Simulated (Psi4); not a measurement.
# B3LYP/6-311+G(d,p) run of CH2BClN− (SMILES N#C[BH2-]Cl)

Aim: the vertical ionisation energy of CH2BClN− at B3LYP/6-311+G**, from 2 runs. 

The results are computed with Psi4 1.11.

1 further run of the same task is left out (set aside as unsound or not needed).

### 1 The molecule

CH2BClN− has 6 atoms, charge -1, and is taken as a singlet. SMILES: `N#C[BH2-]Cl`. The shape is that of a GFN2-xTB optimisation.

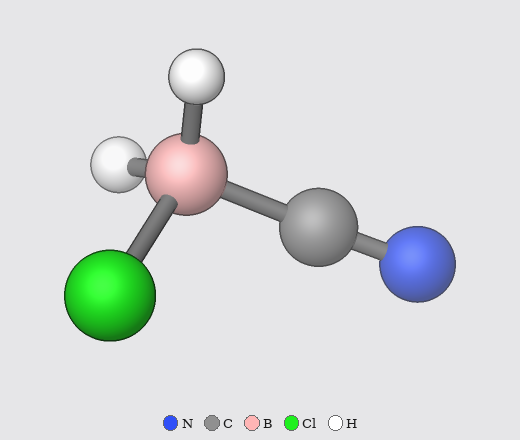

The structure, seen from a chosen angle (nitrogen blue, carbon grey, boron pink, chlorine green, hydrogen white).

### 2 Energy and gradient at B3LYP/6-311+G(d,p)

ch2bcln.py

```python
import psi4

psi4.set_memory(1600000000)
psi4.set_num_threads(1)
psi4.core.set_output_file('output.dat', False)

mol = psi4.geometry("""
-1 1
N      0.748440    -1.948810     0.803570
C      0.407250    -0.921870     0.403380
B     -0.014820     0.476550    -0.120510
Cl    -1.756250     0.286900    -0.862510
H      0.712530     0.840480    -1.008000
H     -0.097150     1.266750     0.784080
symmetry c1
""")

psi4.set_options({
    'basis': '6-311+G**',
    'puream': True,
    'e_convergence': 1e-09,
    'd_convergence': 1e-08,
    'scf_type': 'pk',
    'dft_radial_points': 99,
    'dft_spherical_points': 590,
})

E, wfn = psi4.gradient('b3lyp', molecule=mol, return_wfn=True)
psi4.oeprop(wfn, 'MULLIKEN_CHARGES', 'WIBERG_LOWDIN_INDICES', 'DIPOLE', title='B3LYP')
print('gradient / Eh bohr^-1')
print(E.np.round(6))
print(f'energy = {wfn.energy():.10f} Eh')
```

The run is started by

```sh
python ch2bcln.py
```

output.dat, cut to the lines that bear on the results:

```text
[...]
  Running in c1 symmetry.
[...]
  Nuclear repulsion =  112.953645718112071
[...]
  Multiplicity = 1
[...]
  Nalpha       = 19
  Nbeta        = 19
[...]
    Number of basis functions: 108
[...]
   @RKS iter   1:  -578.96419622151416   -5.59883e-01   6.93949e-03 DIIS/ADIIS
[...]
   @RKS iter  12:  -579.29060552306771   -1.36424e-12   3.06787e-09 DIIS
[...]
    Orbital Energies [Eh]
    ---------------------
    Doubly Occupied:
       1A   -101.334708     2A    -14.125606     3A    -10.007352
       4A     -9.250317     5A     -7.011975     6A     -7.006557
       7A     -7.006465     8A     -6.558981     9A     -0.725285
      10A     -0.617540    11A     -0.393804    12A     -0.245004
      13A     -0.207701    14A     -0.201344    15A     -0.187260
      16A     -0.149870    17A     -0.146281    18A     -0.112857
      19A     -0.098461
[...]
  @RKS Final Energy:  -579.29060552306771
   => Energetics <=
    Nuclear Repulsion Energy =            112.9536457181120710
    One-Electron Energy =               -1027.4427511219755615
    Two-Electron Energy =                 371.9891210110783959
    DFT Exchange-Correlation Energy =     -36.7906211302826236
    Empirical Dispersion Energy =           0.0000000000000000
    VV10 Nonlocal Energy =                  0.0000000000000000
    Total Energy =                       -579.2906055230677111
[...]
  -Total Gradient:
     Atom            X                  Y                   Z
    ------   -----------------  -----------------  -----------------
       1       -0.004936761714     0.014502448008    -0.005661306031
       2       -0.003035248528    -0.002542412119    -0.000813363310
       3       -0.001462222587    -0.008168106422     0.001259829739
       4        0.014895819622    -0.000713577540     0.006897236962
       5       -0.003118291967    -0.001347036151    -0.000023033612
       6       -0.002342970653    -0.001722641943    -0.001661304790
[...]
 Multipole Moments:
 ------------------------------------------------------------------------------------
     Multipole            Electronic (a.u.)      Nuclear  (a.u.)        Total (a.u.)
 ------------------------------------------------------------------------------------
 L = 1.  Multiply by 2.5417464519 to convert [e a0] to [Debye]
 Dipole X            :         -2.7040161            2.1984037           -0.5056124
 Dipole Y            :         -0.8686302            1.2648560            0.3962257
 Dipole Z            :         -1.0165312            0.6928650           -0.3236663
 Magnitude           :                                                    0.7193042
[...]
  Mulliken Charges: (a.u.)
   Center  Symbol    Alpha    Beta     Spin     Total
       1     N     3.73117  3.73117  0.00000 -0.46235
       2     C     2.96528  2.96528  0.00000  0.06943
       3     B     2.57541  2.57541  0.00000 -0.15082
       4    CL     8.66377  8.66377  0.00000 -0.32754
       5     H     0.53218  0.53218  0.00000 -0.06436
       6     H     0.53218  0.53218  0.00000 -0.06436
   Total alpha = 19.00000, Total beta = 19.00000, Total charge = -1.00000
  Wiberg Bond Indices using Orthogonal Lowdin Orbitals:
[...]
```

On the terminal:

```text
Memory set to   1.490 GiB by Python driver.
  Threads set to 1 by Python driver.
gradient / Eh bohr^-1
[[-4.9370e-03  1.4502e-02 -5.6610e-03]
 [-3.0350e-03 -2.5420e-03 -8.1300e-04]
 [-1.4620e-03 -8.1680e-03  1.2600e-03]
 [ 1.4896e-02 -7.1400e-04  6.8970e-03]
 [-3.1180e-03 -1.3470e-03 -2.3000e-05]
 [-2.3430e-03 -1.7230e-03 -1.6610e-03]]
energy = -579.2906055231 Eh
```

Run time: 17 s. Hardware: 1 thread of Intel Xeon 6975P-C (Granite Rapids), shared host; peak memory 0.58 GiB.

### 3 Doublet neutral CH2BClN

calc.inp

```
memory 1.6 GB

molecule {
  0 2
  N      0.748440    -1.948810     0.803570
  C      0.407250    -0.921870     0.403380
  B     -0.014820     0.476550    -0.120510
  Cl    -1.756250     0.286900    -0.862510
  H      0.712530     0.840480    -1.008000
  H     -0.097150     1.266750     0.784080
  symmetry c1
}

set globals {
  reference            uks
  puream               true
  e_convergence        1e-09
  d_convergence        1e-08
  scf_type             pk
  dft_radial_points    99
  dft_spherical_points 590
  maxiter              200
}

E, wfn = gradient('b3lyp/6-311+G**', return_wfn=True)
print_variables()
```

The run is started by

```sh
psi4 -i calc.inp -o calc.out -n 1
```

calc.out, cut to the lines that bear on the results:

```text
[...]
  Running in c1 symmetry.
[...]
  Nuclear repulsion =  112.953645718112071
[...]
  Multiplicity = 2
[...]
  Nalpha       = 19
  Nbeta        = 18
[...]
    Number of basis functions: 108
[...]
   @UKS iter   1:  -578.75697475690595   -3.52661e-01   6.92444e-03 DIIS/ADIIS
[...]
   @UKS iter  17:  -579.10474681924586   -2.84217e-12   6.22484e-09 DIIS
[...]
   @S^2 Observed:                7.555313345E-01
[...]
  @UKS Final Energy:  -579.10474681924586
   => Energetics <=
    Nuclear Repulsion Energy =            112.9536457181120710
    One-Electron Energy =               -1018.4527591758350127
    Two-Electron Energy =                 362.9221855126525611
    DFT Exchange-Correlation Energy =     -36.5278188741754732
    Empirical Dispersion Energy =           0.0000000000000000
    VV10 Nonlocal Energy =                  0.0000000000000000
    Total Energy =                       -579.1047468192458609
[...]
 Multipole Moments:
 ------------------------------------------------------------------------------------
     Multipole            Electronic (a.u.)      Nuclear  (a.u.)        Total (a.u.)
 ------------------------------------------------------------------------------------
 L = 1.  Multiply by 2.5417464519 to convert [e a0] to [Debye]
 Dipole X            :         -2.5433395            2.1984037           -0.3449358
 Dipole Y            :         -0.1998428            1.2648560            1.0650132
 Dipole Z            :         -1.1030786            0.6928650           -0.4102136
 Magnitude           :                                                    1.1922705
[...]
  -Total Gradient:
     Atom            X                  Y                   Z
    ------   -----------------  -----------------  -----------------
       1       -0.006295088200     0.018306732452    -0.007198561155
       2        0.001705909254    -0.021927635439     0.005963928359
       3        0.023507817553     0.040049979975     0.001086363524
       4       -0.011673800266    -0.008697828057    -0.003212452233
       5       -0.004479529769    -0.013426608273     0.003549461569
       6       -0.002764691370    -0.014296100950    -0.000190515968
[...]
```

It took 33 s on 1 thread of Intel Xeon 6975P-C (Granite Rapids), shared host; peak memory 0.58 GiB.

### 4 Results

Level: B3LYP/6-311+G**.

```
                                                               quantity          value
                                         singlet CH2BClN−: total energy  -579.29061 Eh
                                          singlet CH2BClN−: HOMO energy       -2.68 eV
                                          singlet CH2BClN−: LUMO energy        3.67 eV
singlet CH2BClN−: HOMO–LUMO gap (to an unbound level, set by the basis)        6.35 eV
                             singlet CH2BClN−: largest force on an atom     0.845 eV/Å
                                  doublet neutral CH2BClN: total energy  -579.10475 Eh
                                 doublet neutral CH2BClN: dipole moment         3.03 D
            doublet neutral CH2BClN: HOMO energy (highest over α and β)       -9.48 eV
             doublet neutral CH2BClN: LUMO energy (lowest over α and β)       -7.44 eV
                                          doublet neutral CH2BClN: ⟨S²⟩          0.756
                      doublet neutral CH2BClN: largest force on an atom     2.389 eV/Å
                    vertical detachment energy (to the doublet neutral)       5.057 eV
```

**Reading.** Removing an electron at fixed nuclei costs 5.06 eV (117 kcal/mol). The largest force (singlet CH2BClN−) is 0.84 eV/Å: the shape isn't a stationary point for this species at this level. −ε(HOMO) before ionisation, 2.68 eV, is 2.38 eV below this ionisation energy.
